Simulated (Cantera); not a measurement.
Feed: 1 mol Si, 20 mol HBr, 26 mol H₂, equilibrated at 0.000860 bar.

Method: chemical equilibrium by Gibbs-energy minimisation in Cantera with the NASA 1993 tables (ideal gas, pure condensed phases). Candidate condensed phases: Br₂, Si; 19 gas species. The tables' values for SiBr₃, SiBr are old estimates; treat these amounts as uncertain. Rates play no part.

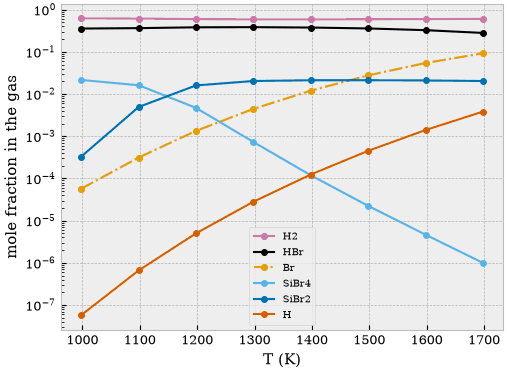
Equilibrium gas composition (values under 1e-9 drawn at 1e-9)

Problem. Read off the mole fractions at 1398 K.

Solution. H₂ about 0.59, HBr about 0.38, SiBr₂ about 0.021, Br about 0.012, H about 0.00012, SiBr₄ about 0.00012.
